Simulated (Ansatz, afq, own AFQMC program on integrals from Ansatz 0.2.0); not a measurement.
# CH3Si (doublet): quantum Monte Carlo beside coupled cluster at twist about Si1–C2 = 0.0°, cc-pVDZ, part 2 of 2

Ansatz 0.2.0, Gaussian basis, and an in-house AFQMC program (afq) on its integrals; all values are calculated; cc-pVDZ, frozen cores. Earlier steps stand in the parts before.

## (13) Phaseless AFQMC, CISD trial on ROHF

It reads the integrals that the CCSD(T) run on this determinant wrote.

The run is started by

```
$ afq ham --method phaseless --trial cisd --walkers 60 --populations 1 --least-time 40 --time-step 0.005 --steps-per-block 50 --equilibration-blocks 28 --max-blocks 300 --target-error 0.0004 --factor-cut 1e-05 --start spin_pure --seed 2615 --release-times 0.24,0.51,0.99,1.62,2.4 --release-step 0.03 --release-every 4 --taylor-order 6
```

Standard output:

```text
orbitals 41  electrons 6 5  factors 323 of 445
reference energy -328.43863296 Eh
CCSD correlation -0.25440080 Eh in 13 cycles, weight of the determinant in the CISD state 0.8605
energy of the start -328.693034 Eh
 block  time / (1/Eh)  mean weight  energy / Eh
     1     0.250  0.9986  -328.688861
     2     0.500  0.9995  -328.692305
     3     0.750  1.0022  -328.693279
     4     1.000  0.9974  -328.699718
     5     1.250  1.0005  -328.696456
     6     1.500  0.9972  -328.694010
     7     1.750  1.0008  -328.700856
     8     2.000  0.9995  -328.698406
     9     2.250  1.0009  -328.700317
    10     2.500  1.0000  -328.696664
    17     4.250  1.0003  -328.703817
    25     6.250  0.9995  -328.702673
    33     8.250  1.0007  -328.719138
    41    10.250  1.0015  -328.716250
    49    12.250  0.9932  -328.710128
    57    14.250  0.9988  -328.706061
    65    16.250  0.9998  -328.698771
    73    18.250  1.0016  -328.707645
    81    20.250  1.0000  -328.705678
    89    22.250  1.0003  -328.700274
    97    24.250  1.0001  -328.700830
   105    26.250  0.9966  -328.706564
   113    28.250  1.0016  -328.707183
   121    30.250  1.0004  -328.705412
   129    32.250  1.0014  -328.700163
   137    34.250  1.0005  -328.704562
   145    36.250  1.0005  -328.699658
   153    38.250  0.9993  -328.710352
   161    40.250  1.0017  -328.695440
   169    42.250  0.9977  -328.700627
   177    44.250  1.0008  -328.696087
   185    46.250  1.0028  -328.714921
   193    48.250  0.9993  -328.706709
   201    50.250  0.9980  -328.735941
   209    52.250  1.0020  -328.701828
   217    54.250  1.0003  -328.704311
   225    56.250  1.0008  -328.695287
   233    58.250  1.0004  -328.706571
   241    60.250  1.0013  -328.707848
   249    62.250  0.9974  -328.710362
   257    64.250  1.0020  -328.700159
   265    66.250  1.0010  -328.695676
   273    68.250  0.9997  -328.699700
   281    70.250  0.9987  -328.702042
   289    72.250  1.0005  -328.702250
   297    74.250  1.0016  -328.701353
   305    76.250  0.9991  -328.697968
   313    78.250  1.0009  -328.696957
   321    80.250  1.0007  -328.711668
blocks merged  error / Eh  count
     1  0.000376  300
     2  0.000469  150
     4  0.000578  75
     8  0.000670  37
    16  0.000678  18
    32  0.000695  9
released: time / (1/Eh)  energy / Eh  error  mean overlap
  0.24  -328.704516  0.000562  0.9945
  0.51  -328.704606  0.000504  0.9924
  0.99  -328.704781  0.000659  0.9835
  1.62  -328.704137  0.000504  0.9835
  2.40  -328.703884  0.000668  0.9919
energy -328.704707 +/- 0.000678 Eh
```

Run time: 9.6 min. Hardware: 1 thread of Arm Neoverse V2, shared host.

Energy -8944.5108 ± 0.0185 eV. Caveats: constraint bias not in the error; error above the target.

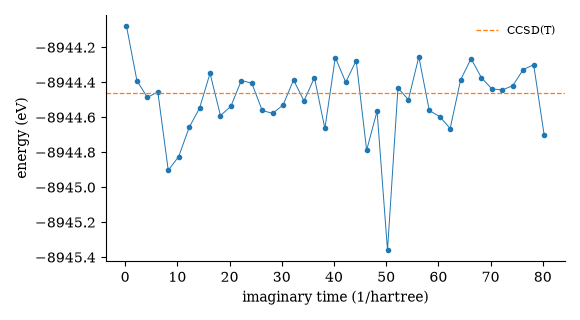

Block energies along the walk.

## (14) Phaseless AFQMC, single-determinant trial on ROHF

It reads the integrals that the CCSD(T) run on this determinant wrote.

The run is started by

```
$ afq ham --method phaseless --trial hf --walkers 120 --populations 1 --least-time 40 --time-step 0.005 --steps-per-block 20 --equilibration-blocks 112 --max-blocks 600 --target-error 0.0012000000000000001 --factor-cut 1e-05 --start spin_pure --seed 5153 --taylor-order 6
```

Standard output:

```text
orbitals 41  electrons 6 5  factors 323 of 445
reference energy -328.43863296 Eh
CCSD correlation -0.25440080 Eh in 13 cycles, weight of the determinant in the CISD state 0.8605
energy of the start -328.438633 Eh
 block  time / (1/Eh)  mean weight  energy / Eh
     1     0.100  0.9989  -328.487440
     2     0.200  1.0025  -328.527710
     3     0.300  1.0006  -328.567158
     4     0.400  1.0005  -328.599494
     5     0.500  1.0011  -328.607839
     6     0.600  1.0030  -328.607468
     7     0.700  1.0021  -328.637183
     8     0.800  1.0023  -328.653877
     9     0.900  1.0000  -328.658815
    10     1.000  0.9994  -328.693435
    18     1.800  0.9992  -328.714198
    35     3.500  0.9997  -328.705299
    52     5.200  0.9993  -328.722520
    69     6.900  1.0002  -328.699696
    86     8.600  1.0000  -328.673210
   103    10.300  1.0011  -328.711624
   120    12.000  0.9959  -328.736553
   137    13.700  0.9993  -328.707680
   154    15.400  0.9992  -328.707485
   171    17.100  1.0008  -328.702682
   188    18.800  1.0001  -328.698265
   205    20.500  1.0012  -328.687603
   222    22.200  1.0026  -328.707044
   239    23.900  1.0005  -328.705826
   256    25.600  1.0000  -328.705176
   273    27.300  1.0014  -328.702619
   290    29.000  0.9989  -328.683038
   307    30.700  1.0007  -328.701195
   324    32.400  0.9990  -328.693698
   341    34.100  1.0000  -328.687209
   358    35.800  1.0004  -328.678778
   375    37.500  0.9996  -328.701671
   392    39.200  0.9989  -328.701591
   409    40.900  0.9998  -328.713547
   426    42.600  1.0022  -328.717600
   443    44.300  1.0000  -328.691292
   460    46.000  1.0004  -328.679899
   477    47.700  1.0003  -328.745007
   494    49.400  0.9985  -328.708104
   511    51.100  1.0002  -328.702045
   528    52.800  0.9999  -328.710391
   545    54.500  0.9982  -328.679793
   562    56.200  0.9987  -328.701591
   579    57.900  0.9998  -328.694007
   596    59.600  0.9997  -328.724940
   613    61.300  0.9989  -328.681973
   630    63.000  1.0020  -328.682441
   647    64.700  0.9998  -328.740492
   664    66.400  0.9982  -328.704734
   681    68.100  1.0008  -328.746245
   698    69.800  0.9997  -328.712792
blocks merged  error / Eh  count
     1  0.000753  600
     2  0.001007  300
     4  0.001320  150
     8  0.001615  75
    16  0.001897  37
    32  0.002265  18
    64  0.002426  9
energy -328.700754 +/- 0.002265 Eh
```

Wall time 5.5 min (1 thread of Arm Neoverse V2, shared host).

Energy -8944.4032 ± 0.0616 eV. Caveats: constraint bias not in the error; error above the target.

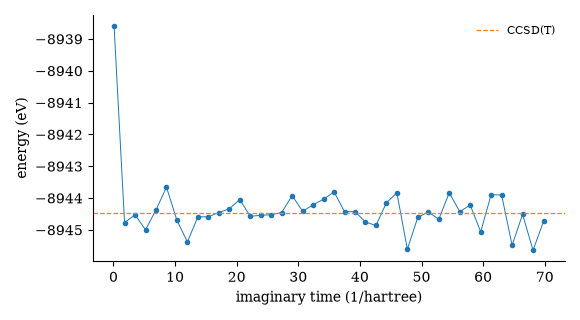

Block energies along the walk.

## (15) Free-projection AFQMC, CISD trial on ROHF

It reads the integrals that the CCSD(T) run on this determinant wrote.

The run is started by

```
$ afq ham --method free --trial cisd --walkers 60 --time-step 0.03 --max-blocks 80 --target-error 0.0004 --factor-cut 1e-05 --seed 5593 --times 0,0.21,0.42,0.81,1.2,1.8,2.4,3 --taylor-order 8
```

Standard output:

```text
orbitals 41  electrons 6 5  factors 323 of 445
reference energy -328.43863296 Eh
CCSD correlation -0.25440080 Eh in 13 cycles, weight of the determinant in the CISD state 0.8605
repeat  energy at the last time / Eh  error
    10  -328.703315  0.001770
    20  -328.703960  0.001790
    30  -328.704618  0.001476
    40  -328.704651  0.001231
    50  -328.704661  0.001036
    60  -328.705109  0.000944
    70  -328.705037  0.000870
    80  -328.704439  0.000783
time / (1/Eh)  energy / Eh  error  mean overlap
  0.00  -328.692823  0.000209  1.1610
  0.21  -328.697826  0.000267  1.1549
  0.42  -328.700322  0.000316  1.1567
  0.81  -328.702485  0.000312  1.1545
  1.20  -328.703077  0.000352  1.1548
  1.80  -328.703546  0.000448  1.1645
  2.40  -328.704481  0.000510  1.1490
  3.00  -328.704439  0.000783  1.1658
energy -328.704439 +/- 0.000783 Eh
```

Wall time 5.6 min (1 thread of Arm Neoverse V2, shared host).

Energy -8944.5034 ± 0.0213 eV. Caveats: remainder of the start not in the error; error above the target.

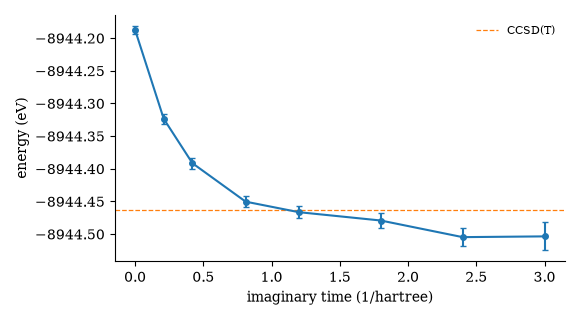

Energy against projection time, with error bars.

## (16) All levels side by side

On the UHF determinant, counted from CCSD(T) (a yardstick, not exact):

| level | energy (eV) | from CCSD(T) (kcal/mol) | statistical error (kcal/mol) | time |
| --- | --- | --- | --- | --- |
| HF | -8937.5826 | +158.05 |  |  |
| MP2 | -8943.0102 | +32.88 |  |  |
| CCSD | -8944.1874 | +5.73 |  |  |
| CCSD(T) | -8944.4361 | 0.00 |  |  |
| Phaseless AFQMC, CISD trial, step 0.005, 60 walkers | -8944.5114 | -1.74 | 0.51 | 8.4 min |
| Phaseless AFQMC, single-determinant trial, step 0.005, 120 walkers | -8944.5162 | -1.85 | 1.34 | 4.7 min |
| Free-projection AFQMC, CISD trial, step 0.03, 60 walkers | -8944.5116 | -1.74 | 0.55 | 5.3 min |

On the ROHF determinant, counted from CCSD(T) (a yardstick, not exact):

| level | energy (eV) | from CCSD(T) (kcal/mol) | statistical error (kcal/mol) | time |
| --- | --- | --- | --- | --- |
| HF | -8937.2705 | +165.88 |  |  |
| MP2 | -8943.3598 | +25.45 |  |  |
| CCSD | -8944.1931 | +6.24 |  |  |
| CCSD(T) | -8944.4636 | 0.00 |  |  |
| Phaseless AFQMC, CISD trial, step 0.005, 60 walkers | -8944.5108 | -1.09 | 0.43 | 9.6 min |
| Phaseless AFQMC, single-determinant trial, step 0.005, 120 walkers | -8944.4032 | +1.39 | 1.42 | 5.5 min |
| Free-projection AFQMC, CISD trial, step 0.03, 60 walkers | -8944.5034 | -0.92 | 0.49 | 5.6 min |

The functionals' totals stand on their own zeros and serve differences with other points: PBE -8954.754 eV; r2SCAN -8958.987 eV; PBE0 -8955.662 eV; B3LYP -8960.961 eV; wB97M-V -8958.935 eV; B2PLYP -8955.581 eV.

## (17) Results

This closing draws on all 2 parts.

```
                                                      quantity                  value
               Phaseless AFQMC, CISD trial on UHF from CCSD(T)  -1.74 ± 0.51 kcal/mol
 Phaseless AFQMC, single-determinant trial on UHF from CCSD(T)  -1.85 ± 1.34 kcal/mol
         Free-projection AFQMC, CISD trial on UHF from CCSD(T)  -1.74 ± 0.55 kcal/mol
              Phaseless AFQMC, CISD trial on ROHF from CCSD(T)  -1.09 ± 0.43 kcal/mol
Phaseless AFQMC, single-determinant trial on ROHF from CCSD(T)  +1.39 ± 1.42 kcal/mol
        Free-projection AFQMC, CISD trial on ROHF from CCSD(T)  -0.92 ± 0.49 kcal/mol
```

In words: On UHF the phaseless walk with the CISD trial lies -1.74 kcal/mol from CCSD(T), 3 times its error bar. Free projection has no constraint; at the last time it gives -1.74 ± 0.55 kcal/mol, and from a start that isn't spin pure other spins can mix in. On ROHF the phaseless walk with the CISD trial lies -1.09 kcal/mol from CCSD(T), within three error bars. Free projection has no constraint; at the last time it gives -0.92 ± 0.49 kcal/mol. Error bars are statistical and leave out the constraint, the time step and what remains of the start.
